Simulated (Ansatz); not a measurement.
## Electronic structure of C$_{4}$H$_{10}$O$_{2}$Si in real space

The calculation's input:

```
crystal:
  periodic: [false, false, false]
  atoms:
    - {symbol: C, position_ang: [1.232995, 0.975811, 0.382623]}
    - {symbol: C, position_ang: [0.181190, -0.107908, 0.195404]}
    - {symbol: C, position_ang: [0.819236, -1.380561, -0.338600]}
    - {symbol: C, position_ang: [-0.541180, -0.378983, 1.505603]}
    - {symbol: O, position_ang: [-0.814696, 0.283481, -0.751602]}
    - {symbol: Si, position_ang: [-1.010457, 1.661003, -1.644669]}
    - {symbol: O, position_ang: [-2.393277, 1.253673, -2.442760]}
    - {symbol: H, position_ang: [1.978648, 0.648414, 1.110466]}
    - {symbol: H, position_ang: [1.746919, 1.193935, -0.556796]}
    - {symbol: H, position_ang: [0.784320, 1.902760, 0.748224]}
    - {symbol: H, position_ang: [0.056917, -2.144753, -0.501254]}
    - {symbol: H, position_ang: [1.556886, -1.768907, 0.367237]}
    - {symbol: H, position_ang: [1.320079, -1.185458, -1.289359]}
    - {symbol: H, position_ang: [-1.315672, -1.134275, 1.359731]}
    - {symbol: H, position_ang: [0.157036, -0.738036, 2.265021]}
    - {symbol: H, position_ang: [-1.014638, 0.533198, 1.875217]}
    - {symbol: H, position_ang: [-2.763203, 0.386202, -2.244187]}
basis:
  gaussian: {orbitals: def2-TZVPP}
hamiltonian: {xc: pbe0, dispersion: d4}
output: {orbitals: {seedname: orbitals}}
```

Launched as:

```sh
ansatz run in.yaml --threads 2 --pin off --events-out ev --progress --plain --max-ram 32768MiB --backend cuda --devices 0, --max-vram 18GiB
```

Geometry: PBE0-D4/def2-TZVP.

These are results of Ansatz, RKS PBE0-D4/def2-TZVPP, not measurements.

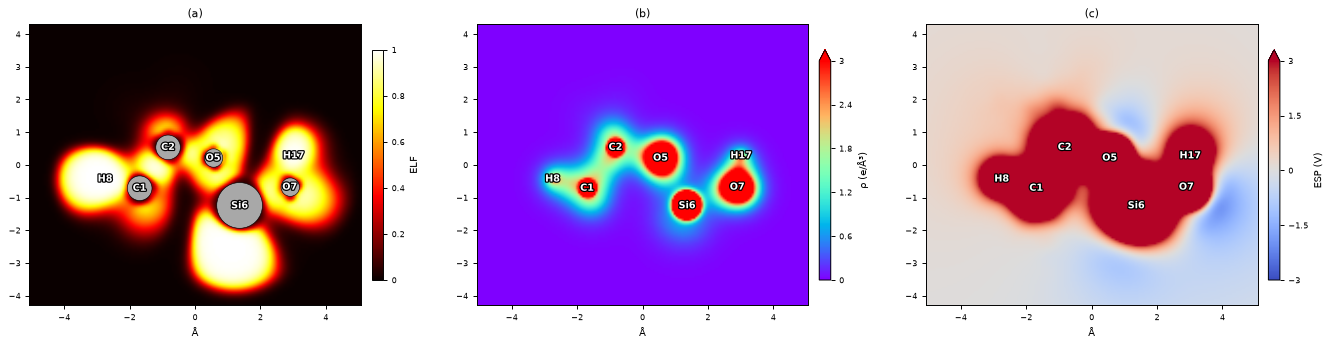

Figure 1. (a) electron localisation function; (b) electron density; (c) electrostatic potential on the plane of atoms C1, C2 and O5. Grey discs cover the atomic cores in the ELF map.

What does the map show?

Answer.
- The plane passes through C, O, Si and H nuclei.
- C–O (1.43 Å): ρ at the midpoint is about 1.9 e/Å³, with its minimum of 1.6 e/Å³ about 0.5 Å from C; the ELF peaks at about 0.85 between the atoms: a polar covalent bond.
- C–C (1.52 Å): the density is about 1.7 e/Å³ at the midpoint; the ELF peaks at about 0.95 between the atoms; a shared electron pair.
- Si–O (1.65 Å): ρ is about 1.2 e/Å³ halfway; the ELF peaks at about 0.85 between the atoms; a polar covalent bond.
- O–H (0.96 Å): ρ is about 3.8 e/Å³ halfway; the ELF climbs to about 1 towards the hydrogen, as it does in any bond to H: a covalent bond by its length.
- C–H (1.09 Å): ρ is about 2 e/Å³ halfway; the ELF climbs to about 1 towards the hydrogen: a covalent bond by its length.
- The ELF also peaks beside Si6, O7 and O5, away from the bonds: lone-pair regions.
- Outside the dense part of the molecule the potential is most negative (−1.9 V) near O7.

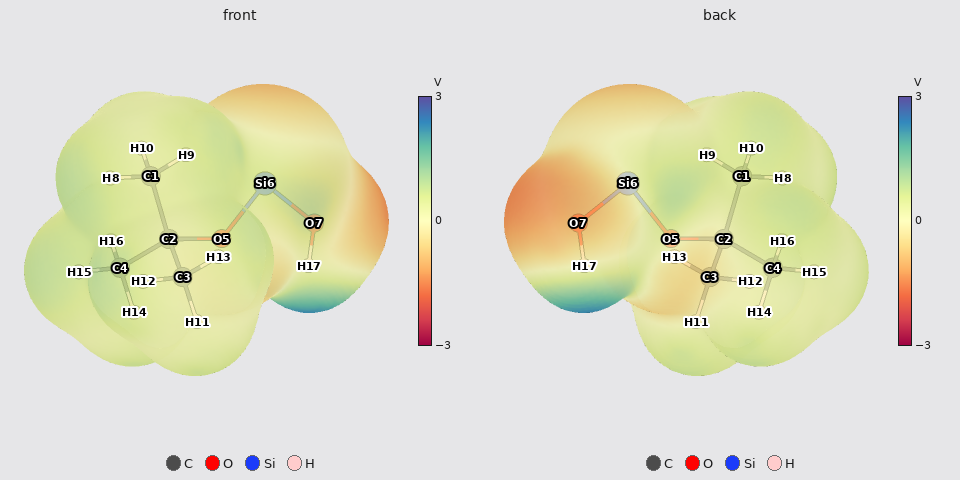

Figure 2. The molecular electrostatic potential painted on the density surface at 0.002 e/bohr³, seen from the front and from behind; red is negative and blue positive.

Which sites attract a positive test charge, and which a negative one?

Answer. A positive charge is drawn to the negative regions and a negative charge to the positive ones. The most negative region (about −1.5 V) lies over O7, the most positive (about +2.2 V) over H17. O7 is the likeliest acceptor of a hydrogen bond.

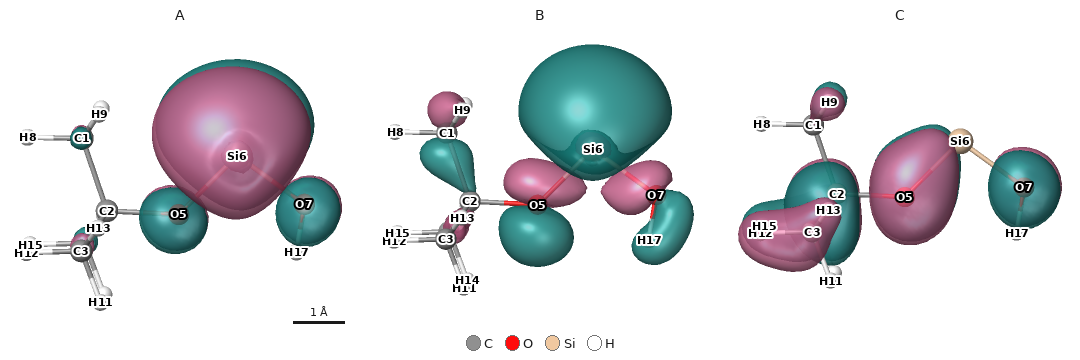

Figure 3. Three frontier orbitals at ±0.08 Å⁻³ᐟ² (teal and pink are the two phases), in no order.

Which picture is the HOMO−1, the HOMO and the LUMO?

Answer. C is the HOMO−1 (−8.49 eV). It lies mainly on O5 (about 40 %), O7 (about 10 %), C2 (about 10 %), C3 (about 10 %) and C4 (about 10 %). B is the HOMO (−6.75 eV). Its weight (Hirshfeld) is mainly on Si6 (about 70 %), O5 (about 15 %) and O7 (about 5 %). A is the LUMO (−0.93 eV). By Hirshfeld shares it lies mainly on Si6 (about 75 %), O7 (about 10 %) and O5 (about 10 %).

What is the HOMO–LUMO gap?

Answer. 5.82 eV between the orbital energies.

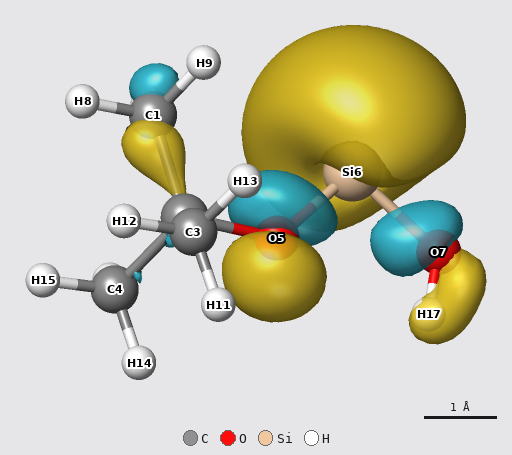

Figure 4. The HOMO at ±0.1 Å⁻³ᐟ² (yellow and cyan are the two phases), seen at a tilt.

Where does this orbital lie, and at what energy?

Answer. It lies mainly on Si6 (about 70 %), O5 (about 15 %) and O7 (about 5 %). Its energy is −6.75 eV.
